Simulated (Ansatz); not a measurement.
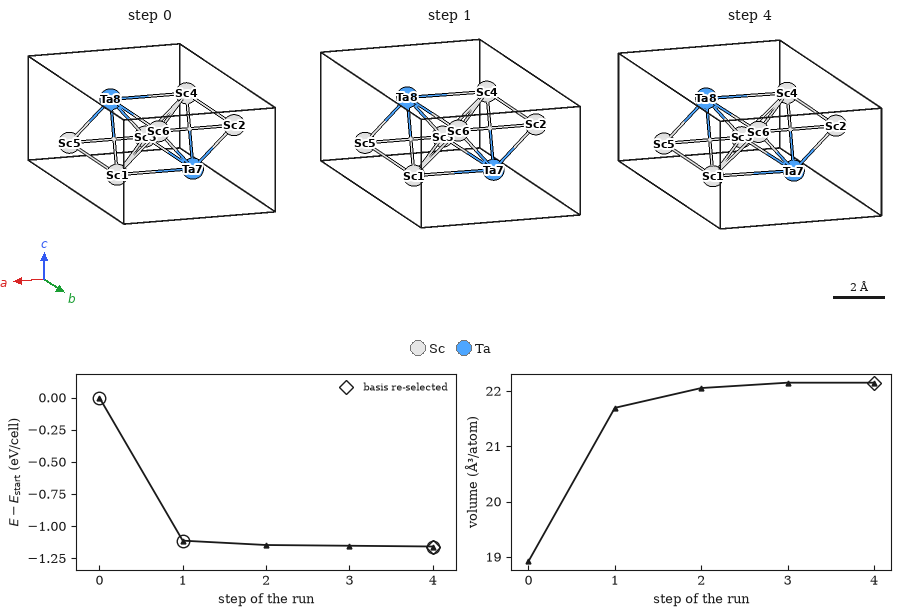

Frames of a relaxation of a crystal of Sc₃Ta (built on the Ni3Sn (D0_19)_194 type) (coarse preliminary run), marked on the history of the run. A ball-and-stick model of the cell of the calculation, seen from a free direction.

Case: Ni3Sn (D0_19) type (P6_3/mmc, No. 194).

Computed with DFT PBE, scalar-relativistic, plane waves, PAW (Ansatz).

Input file:
```yaml
crystal:
  lattice:
    - [6.0159104194, 0.0, 0.0]
    - [-3.0079552097, 5.2099312501, 0.0]
    - [0.0, 0.0, 4.8286963203]
  atoms:
    - { symbol: Sc, position: [0.833, 0.666, 0.25] }
    - { symbol: Sc, position: [0.167, 0.833, 0.75] }
    - { symbol: Sc, position: [0.334, 0.167, 0.25] }
    - { symbol: Sc, position: [0.167, 0.334, 0.75] }
    - { symbol: Sc, position: [0.833, 0.167, 0.25] }
    - { symbol: Sc, position: [0.666, 0.833, 0.75] }
    - { symbol: Ta, position: [0.3333333333, 0.6666666667, 0.25] }
    - { symbol: Ta, position: [0.6666666667, 0.3333333333, 0.75] }
basis:
  ecutwfc: 420
kpoints:
  mp_grid: { grid: [3, 3, 4] }
hamiltonian:
  xc: pbe
scf:
  occupations: { method: gaussian, width: 0.1 }
  lower_state_search: "off"
output:
  forces: true
  stress: true
  eigenvalues: true
relax:
  adjacent_minimum: "off"
  f_tol: 0.04
  max_steps: 70
  cell: { stress_tol: 0.4 }
```

Command:
```bash
ansatz run input.yaml --threads 1 --pin off --max-ram 2560MiB --backend cpu --events-out ev --progress --plain --runs-dir out
```

> Describe the path.

The largest moves relative to the cell, 0.066 Å, are those of Sc1, Sc2, Sc3, Sc4, Sc5 and Sc6. Sc2 goes along [1 −1 0]. Ta stays in place. The drawn cell changes as follows: a = b 6.016 → 6.399 Å (+6.4 %), c 4.829 → 4.998 Å (+3.5 %); the volume changes by +17.1 %. Some distances before and after: Sc1–Sc3 3.014 → 3.320 Å, Sc1–Ta7 3.008 → 3.200 Å, Sc1–Sc2 2.976 → 3.149 Å, Sc1–Ta8 2.972 → 3.066 Å. The space group stays P6_3/mmc (No. 194). Over 3 accepted moves (4 points after the start) the energy falls by 1.159 eV per cell of the calculation. Largest force component: 0.43 eV/Å at the start, 0.0042 eV/Å at the end. Pressure: 15.05 GPa at the start and −0.08 GPa at the end. The SCF was repeated once at an unchanged geometry on a basis and grid sized afresh for the cell, which shifted the energy by 5.9 meV per cell of the calculation at most. From step 0 to 1: Sc atoms move most (0.04 Å), volume +14.7 %, energy −1.113 eV per cell of the calculation. From step 1 to 4: Sc atoms move most (0.03 Å), volume +2.1 %, energy −45.6 meV per cell of the calculation.
